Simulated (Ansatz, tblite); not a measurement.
# Ta(NH)F3 (F3HNTa): a ladder of methods and basis sets, part 2 of 2

Aim: run the singlet of Ta(NH)F3 (F3HNTa) at one geometry on many levels, and compare frontier levels, spin and run time.

Ansatz 0.2.0, Gaussian basis; as each input shows. Earlier steps stand in the parts before.

**12. B97M-V/def2-TZVP**

Contents of in.yaml:

```yaml
crystal:
  periodic: [false, false, false]
  atoms:
    - {symbol: Ta, position_ang: [-0.006741, -0.003246, -0.473779]}
    - {symbol: N, position_ang: [0.018184, 0.008898, 1.288309]}
    - {symbol: H, position_ang: [0.032709, 0.015770, 2.302338]}
    - {symbol: F, position_ang: [1.783927, -0.002137, -1.064483]}
    - {symbol: F, position_ang: [-0.918529, 1.548216, -1.036867]}
    - {symbol: F, position_ang: [-0.909548, -1.567511, -1.015518]}
basis:
  gaussian: {orbitals: def2-TZVP, initial_orbitals: start.molden}
hamiltonian: {xc: {name: B97M-V}}
scf: {omitted_lower_state_checks: [starts]}
output: {orbitals: {seedname: orbitals}}
```

Run with:

```
ansatz run in.yaml --threads 4 --pin off --events-out ev --progress --plain --max-ram 3916MiB
```

The log of the run, shortened:

```text
Functional definition: B97M-V
  name "B97M-V"
  cite "Mardirossian & Head-Gordon, J. Chem. Phys. 142, 074111 (2015) doi:10.1063/1.4907719"
  cite "Becke, J. Chem. Phys. 107, 8554 (1997) doi:10.1063/1.475007"
  cite "Vydrov & Van Voorhis, J. Chem. Phys. 133, 244103 (2010) doi:10.1063/1.3521275"
  # Of w^i u^j: cxij and so on, Table III.
[...]
  gx(w, u) = cx00 + cx01*u + cx02*u^2 + (cx10 + cx11*u)*w
  gss(w, u) = css00 + css02*u^2 + css10*w + (css32*w^3 + css42*w^4)*u^2
  gos(w, u) = cos00 + cos01*u + cos03*u^3 + cos10*w + cos32*w^3*u^2
[...]
      + integral(e_c_pw_mod_opposite_spin*gos(b97_w_opposite, b97_u_opposite)) + vv10(b, c)
[...]
1004 factors; their error is unknown
[...]
mean field -11216.66908947 eV, -412.2049861065 hartree, gradient 2.1e-5 eV, S^2 0.000000; 0 other end points of the search recorded, 0 dependent functions left out
reference -11216.66914831 eV, -412.2049882691 hartree; 24, 24 occupied and 146, 146 virtual orbitals, 1004 factors
Total energy: -11216.66914831 eV, -412.2049882691 hartree
Checks for a lower state left out: starts
```

It took 5.5 s on 4 threads of Arm Neoverse V1, shared host.

Report: HOMO -7.42 eV, LUMO -1.89 eV.

**13. PBE-D4/def2-SVP**

Edit in.yaml of step 12 so:

```diff
@@ -10,4 +10,4 @@
 basis:
-  gaussian: {orbitals: def2-TZVP, initial_orbitals: start.molden}
-hamiltonian: {xc: {name: B97M-V}}
+  gaussian: {orbitals: def2-SVP, initial_orbitals: start.molden}
+hamiltonian: {xc: pbe, dispersion: d4}
 scf: {omitted_lower_state_checks: [starts]}
```

The command is unchanged.

The log of the run:

```text
Functional definition: PBE
  name "PBE"
  cite "Perdew, Burke & Ernzerhof, Phys. Rev. Lett. 77, 3865 (1996) doi:10.1103/PhysRevLett.77.3865"
  parent pbe
  parameter kappa = 0.804
  parameter beta = 0.06672455060314922
  exchange = pbe_x(kappa = kappa, mu = beta*pi^2/3)
  correlation = pbe_c(beta = beta)
these checks for a lower state are left out or cut short: starts
978 factors; their error is unknown
mean field evaluation 1: about -11198.8605 eV, gradient 2.9e1 eV
mean field evaluation 2: about -11199.4189 eV, gradient 8.0e-1 eV
mean field evaluation 4: about -11199.3642 eV, gradient 1.7e-1 eV
mean field -11199.36417556 eV, -411.5690422501 hartree, gradient 3.2e-5 eV, S^2 0.000000; 0 other end points of the search recorded, 0 dependent functions left out
reference -11199.36423663 eV, -411.5690444945 hartree; 24, 24 occupied and 69, 69 virtual orbitals, 978 factors
Total energy: -11199.47620438 eV, -411.5731592332 hartree
Checks for a lower state left out: starts
```

It took 0.75 s on 4 threads of Arm Neoverse V1, shared host.

Report: HOMO -7.03 eV, LUMO -1.95 eV.

**14. PBE0-D4/def2-SVP**

Edit in.yaml of step 13 so:

```diff
@@ -11,3 +11,3 @@
   gaussian: {orbitals: def2-SVP, initial_orbitals: start.molden}
-hamiltonian: {xc: pbe, dispersion: d4}
+hamiltonian: {xc: pbe0, dispersion: d4}
 scf: {omitted_lower_state_checks: [starts]}
```

Launched as before.

The log of the run:

```text
Functional definition: PBE0
  name "PBE0"
  cite "Adamo & Barone, J. Chem. Phys. 110, 6158 (1999) doi:10.1063/1.478522"
  cite "Perdew, Burke & Ernzerhof, Phys. Rev. Lett. 77, 3865 (1996) doi:10.1103/PhysRevLett.77.3865"
  parent pbe
  parameter a = 0.25
  parameter kappa = 0.804
  parameter beta = 0.06672455060314922
  exchange = (1 - a)*pbe_x(kappa = kappa, mu = beta*pi^2/3) + a*exact_x
  correlation = pbe_c(beta = beta)
these checks for a lower state are left out or cut short: starts
1004 factors; their error is unknown
mean field evaluation 1: about -11197.1437 eV, gradient 2.8e1 eV
mean field evaluation 2: about -11197.4695 eV, gradient 5.3e-1 eV
mean field evaluation 4: about -11197.6060 eV, gradient 2.3e-1 eV
mean field -11197.60607933 eV, -411.5044334054 hartree, gradient 5.5e-5 eV, S^2 0.000000; 0 other end points of the search recorded, 0 dependent functions left out
reference -11197.60612562 eV, -411.5044351065 hartree; 24, 24 occupied and 69, 69 virtual orbitals, 1004 factors
Total energy: -11197.70091864 eV, -411.5079186856 hartree
Checks for a lower state left out: starts
```

It took 0.9 s on 4 threads of Arm Neoverse V1, shared host.

Report: HOMO -8.55 eV, LUMO -1.16 eV.

**15. CCSD(T)/def2-TZVPP**

Edit in.yaml of step 14 so:

```diff
@@ -10,4 +10,4 @@
 basis:
-  gaussian: {orbitals: def2-SVP, initial_orbitals: start.molden}
-hamiltonian: {xc: pbe0, dispersion: d4}
+  gaussian: {orbitals: def2-TZVPP, initial_orbitals: start.molden}
+correlation: {method: ccsd_t}
 scf: {omitted_lower_state_checks: [starts]}
```

The command is unchanged.

The log of the run, shortened:

```text
Functional definition: HF
  name "HF"
  cite "Fock, Z. Phys. 61, 126 (1930) doi:10.1007/BF01340294"
  parent pbe
[...]
1259 factors; integrals over basis functions are off by at most 1.0e-3 eV
[...]
mean field -11160.64132717 eV, -410.1460038190 hartree, gradient 9.8e-6 eV, S^2 0.000000; 0 other end points of the search recorded, 0 dependent functions left out
4 core orbitals not correlated: weight in the atoms' cores, before any rotation towards them, 1.000 or more for the frozen orbitals, at most 0.000 for the correlated occupied ones
reference -11160.64132717 eV, -410.1460038190 hartree; 20, 20 occupied and 170, 170 virtual orbitals, 1259 factors
second order -37.22689037 eV of doubles, -0.00000000 eV of singles
cycle   1  -35.12787885 eV  change     2.1e0 eV  update   2.1e-1
[...]
cycle  12  -36.46479913 eV  change    4.7e-6 eV  update   8.8e-6
perturbative correction -1.53720842 eV, -0.0564913675 hartree
Total energy: -11198.64333472 eV, -411.5425518380 hartree
Checks for a lower state left out: starts
```

Run time: 2 min. Hardware: 4 threads of Arm Neoverse V1, shared host; peak memory 2.9 GiB.

Hartree-Fock HOMO -11.77 eV, LUMO 1.68 eV; T1 0.019.

**16. MP2/def2-TZVP**

Edit in.yaml of step 15 so:

```diff
@@ -10,4 +10,4 @@
 basis:
-  gaussian: {orbitals: def2-TZVPP, initial_orbitals: start.molden}
-correlation: {method: ccsd_t}
+  gaussian: {orbitals: def2-TZVP, initial_orbitals: start.molden}
+correlation: {method: mp2}
 scf: {omitted_lower_state_checks: [starts]}
```

Launched as before.

The log of the run:

```text
Functional definition: HF
  name "HF"
  cite "Fock, Z. Phys. 61, 126 (1930) doi:10.1007/BF01340294"
  parent pbe
  exchange = exact_x
  correlation = 0
these checks for a lower state are left out or cut short: starts
1241 factors; integrals over basis functions are off by at most 1.6e-3 eV
mean field evaluation 1: about -11158.8099 eV, gradient 3.1e1 eV
mean field evaluation 2: about -11160.0546 eV, gradient 1.8e0 eV
mean field evaluation 4: about -11160.3411 eV, gradient 3.2e-2 eV
mean field evaluation 8: about -11160.3411 eV, gradient 1.8e-6 eV
mean field -11160.34111280 eV, -410.1349711445 hartree, gradient 8.7e-6 eV, S^2 0.000000; 0 other end points of the search recorded, 0 dependent functions left out
4 core orbitals not correlated: weight in the atoms' cores, before any rotation towards them, 1.000 or more for the frozen orbitals, at most 0.000 for the correlated occupied ones
reference -11160.34111280 eV, -410.1349711445 hartree; 20, 20 occupied and 146, 146 virtual orbitals, 1241 factors
second order -35.89864707 eV of doubles, -0.00000000 eV of singles
Total energy: -11196.23975987 eV, -411.4542220913 hartree
Checks for a lower state left out: starts
```

Run time: 1.4 s. Hardware: 4 threads of Arm Neoverse V1, shared host.

Hartree-Fock HOMO -11.81 eV, LUMO 1.67 eV.

**17. RPA/def2-TZVP**

Edit in.yaml of step 16 so:

```diff
@@ -11,4 +11,4 @@
   gaussian: {orbitals: def2-TZVP, initial_orbitals: start.molden}
-correlation: {method: mp2}
+hamiltonian: {xc: pbe}
+correlation: {method: rpa}
 scf: {omitted_lower_state_checks: [starts]}
-output: {orbitals: {seedname: orbitals}}
```

Same command.

The log of the run:

```text
Functional definition: PBE
  name "PBE"
  cite "Perdew, Burke & Ernzerhof, Phys. Rev. Lett. 77, 3865 (1996) doi:10.1103/PhysRevLett.77.3865"
  parent pbe
  parameter kappa = 0.804
  parameter beta = 0.06672455060314922
  exchange = pbe_x(kappa = kappa, mu = beta*pi^2/3)
  correlation = pbe_c(beta = beta)
these checks for a lower state are left out or cut short: starts
1241 factors; integrals over basis functions are off by at most 1.6e-3 eV
mean field evaluation 1: about -11211.3257 eV, gradient 1.1e1 eV
mean field evaluation 2: about -11211.5047 eV, gradient 1.7e-1 eV
mean field evaluation 4: about -11211.5013 eV, gradient 1.6e-4 eV
mean field -11211.50134660 eV, -412.0150750588 hartree, gradient 6.2e-6 eV, S^2 0.000000; 0 other end points of the search recorded, 0 dependent functions left out
4 core orbitals not correlated: weight in the atoms' cores, before any rotation towards them, 1.000 or more for the frozen orbitals, at most 0.000 for the correlated occupied ones
reference -11157.85819693 eV, -410.0437256691 hartree; 20, 20 occupied and 146, 146 virtual orbitals, 1241 factors
Total energy: -11209.90396197 eV, -411.9563722568 hartree
Checks for a lower state left out: starts
```

Run time: 3.3 s. Hardware: 4 threads of Arm Neoverse V1, shared host.

**18. Levels side by side**

```tsv
level	functions	HOMO (eV)	LUMO (eV)	gap (eV)	time
HF/def2-TZVP	170	-11.81	1.67	13.48	0.8 s
PBE-D4/def2-SVP	93	-7.03	-1.95	5.08	0.75 s
PBE-D4/def2-TZVP	170	-7.13	-2.06	5.07	1.2 s
r2SCAN-D4/def2-TZVP	170	-7.45	-1.92	5.53	2.6 s
B97M-V/def2-TZVP	170	-7.42	-1.89	5.53	5.5 s
r2SCANh-D4/def2-TZVP	170	-7.99	-1.60	6.40	3 s
B3LYP-D4/def2-TZVP	170	-8.32	-1.48	6.84	1.6 s
PBE0-D4/def2-SVP	93	-8.55	-1.16	7.39	0.9 s
PBE0-D4/def2-TZVP	170	-8.58	-1.20	7.39	2 s
BHLYP-D4/def2-TZVP	170	-9.88	-0.25	9.63	1.8 s
ωB97M-V/def2-TZVP	170	-10.88	0.68	11.56	6 s
```

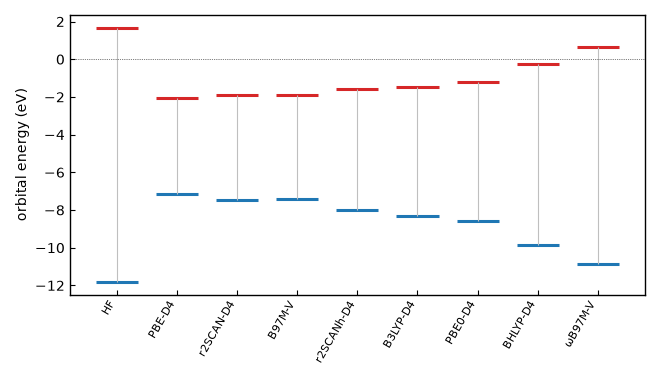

Highest filled (blue) and lowest empty (red) level in def2-TZVP.

Energy pieces by basis (eV):

```tsv
basis	HF	MP2 correlation	CCSD correlation	(T)	total
def2-TZVPP	-11160.6413	-37.2269	-36.4648	-1.5372	-11198.6433
def2-TZVP	-11160.3411	-35.8986			-11196.2398 (MP2)
```

**19. Binding energy**

Free atoms were run apart at each level; binding is atoms less cluster, divided by the number of atoms, without zero-point or spin-orbit terms.

Differences are taken before rounding.

```tsv
method	binding an atom (eV)	from CCSD(T)/def2-TZVPP (eV)	time
HF/def2-TZVP	3.203	-1.589	0.8 s
HF/def2-TZVPP	3.245	-1.547	
PBE-D4/def2-SVP	5.153	+0.361	0.75 s
PBE-D4/def2-TZVP	5.092	+0.300	1.2 s
r2SCAN-D4/def2-TZVP	4.909	+0.117	2.6 s
B97M-V/def2-TZVP	4.875	+0.083	5.5 s
r2SCANh-D4/def2-TZVP	4.803	+0.012	3 s
B3LYP-D4/def2-TZVP	4.836	+0.044	1.6 s
PBE0-D4/def2-SVP	4.825	+0.033	0.9 s
PBE0-D4/def2-TZVP	4.808	+0.017	2 s
BHLYP-D4/def2-TZVP	4.495	-0.297	1.8 s
ωB97M-V/def2-TZVP	4.814	+0.022	6 s
MP2/def2-TZVP	5.021	+0.230	1.4 s
CCSD/def2-TZVPP	4.645	-0.147	
CCSD(T)/def2-TZVPP	4.792	0	2 min
```

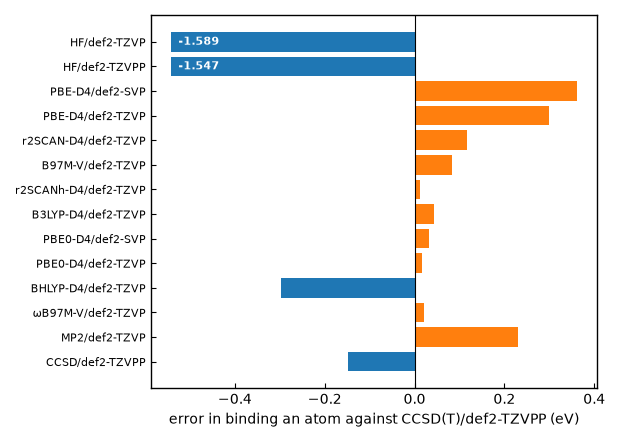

Deviations from CCSD(T)/def2-TZVPP, method by method. Bars with a number in them are cut short.

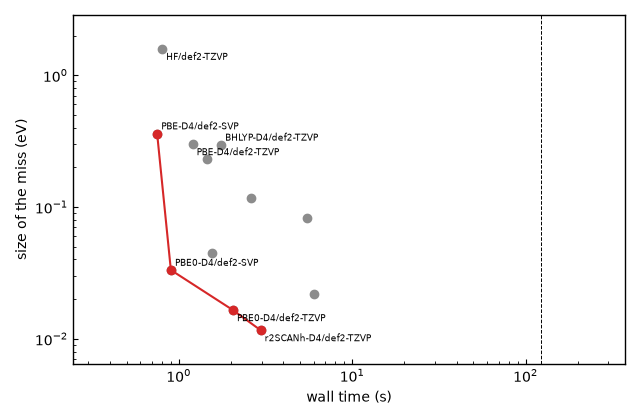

Accuracy for the time spent; red marks the levels that beat every quicker one drawn (of those quicker than the yardstick), and the dashed line is the time of CCSD(T)/def2-TZVPP. Only those levels and the largest misses are named. Times are from a shared host.

**20. Results**

This closing draws on all 2 parts.

| quantity | value |
| --- | --- |
| gap in def2-TZVP, named functionals and Hartree-Fock, smallest and largest | 5.07 eV (PBE-D4), 13.48 eV (HF) |
| correlation energy, CCSD(T)/def2-TZVPP | -38.00 eV |
| correlation energy, MP2/def2-TZVP | -35.90 eV |
| binding an atom, CCSD(T)/def2-TZVPP | 4.792 eV |
| PBE0 total energy, smallest basis above largest | 12.20 eV (def2-SVP, def2-TZVP) |

What this shows: Over the named functionals and Hartree-Fock in def2-TZVP the gap runs from 5.07 eV (PBE-D4) to 13.48 eV (HF); exact exchange widens it. The functionals in def2-TZVP miss CCSD(T)/def2-TZVPP by -0.297 (BHLYP-D4) to +0.300 eV (PBE-D4) an atom. The reference is CCSD(T) in one finite basis, so it carries an error of its own, often a tenth of an eV or more, and near misses can't be ranked.

r2SCANh-D4/def2-TZVP reaches 0.012 eV from the reference in 3 s, where CCSD(T)/def2-TZVPP took 2 min; the quickest level in the cost chart, PBE-D4/def2-SVP, takes 0.75 s and misses by 0.361 eV. The slowest run with a step of its own, CCSD(T)/def2-TZVPP, took 2 min; the quickest functional in def2-TZVP took 1.2 s (shared host).
